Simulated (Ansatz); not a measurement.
The calculation's input:

```
crystal:
  periodic: [false, false, false]
  atoms:
    - { symbol: Al, position_ang: [-2.2374, 1.4815, -0.2075] }
    - { symbol: Si, position_ang: [-0.4801, 0.1835, 0.4822] }
    - { symbol: O, position_ang: [0.3845, -0.3116, -0.913] }
    - { symbol: Si, position_ang: [1.7834, -1.2667, -0.3036] }
    - { symbol: H, position_ang: [-2.5918, 1.5604, -1.8034] }
    - { symbol: H, position_ang: [-2.4896, 2.9392, 0.5259] }
    - { symbol: H, position_ang: [0.4004, 0.9867, 1.3854] }
    - { symbol: H, position_ang: [-0.9728, -0.9671, 1.1909] }
    - { symbol: H, position_ang: [2.5274, -1.7275, -1.3894] }
    - { symbol: H, position_ang: [1.1848, -2.4514, 0.4362] }
    - { symbol: H, position_ang: [2.5565, -0.4839, 0.6171] }
basis:
  gaussian: { orbitals: "6-31G*" }
hamiltonian:
  xc: b3lyp
  dispersion: d4
relax:
  f_tol: 0.015
  max_steps: 40
output:
  orbitals: {}
```

Run with:

```sh
ansatz run input.yaml --threads 1 --pin off --max-ram 2048MiB --backend cpu --events-out ev --progress --plain --runs-dir out
```

The fields are those of the relaxed geometry.

All numbers below come from RKS B3LYP-D4/6-31G* in Ansatz 0.2.0.

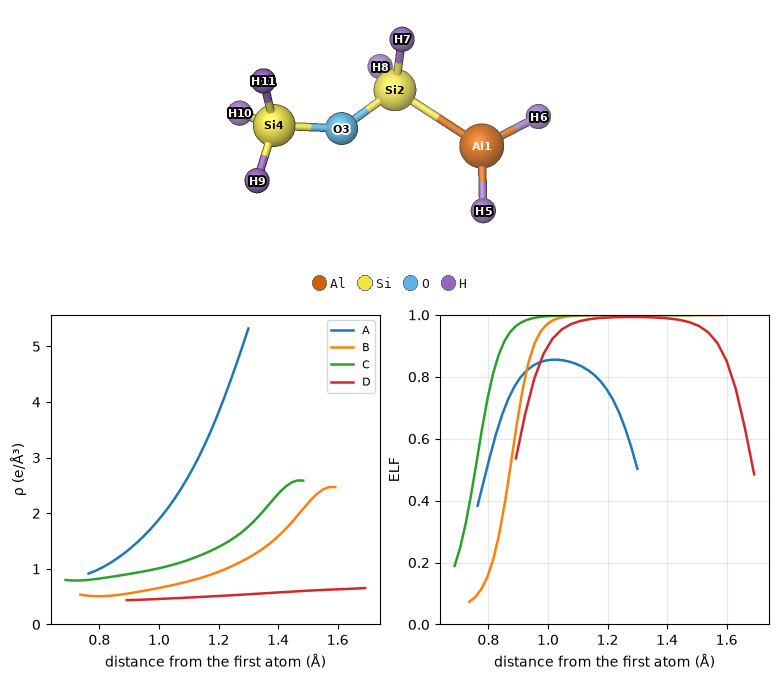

AlH7OSi2. Total electron density and ELF along straight lines between neighbouring atoms. The curves leave out the atomic cores. The structure is drawn too.

Q: Which curve belongs to which contact (Al–H, Al–Si, Si–H and Si–O)? The first atom named is at distance zero.

A: Curve A: Si–O (1.65 Å): ρ at the midpoint is about 1.1 e/Å³; the ELF peaks at about 0.85 between the atoms; a shared but strongly polarised pair. Curve B: Al–H (1.59 Å): ρ is about 0.51 e/Å³ halfway; the ELF climbs to about 1 towards the hydrogen. Curve C: Si–H (1.48 Å): the density is about 0.79 e/Å³ at the midpoint; the ELF climbs to about 1 towards the hydrogen. Curve D: Al–Si (2.46 Å): ρ is about 0.52 e/Å³ halfway; the ELF peaks at about 1 between the atoms; a covalent bond.
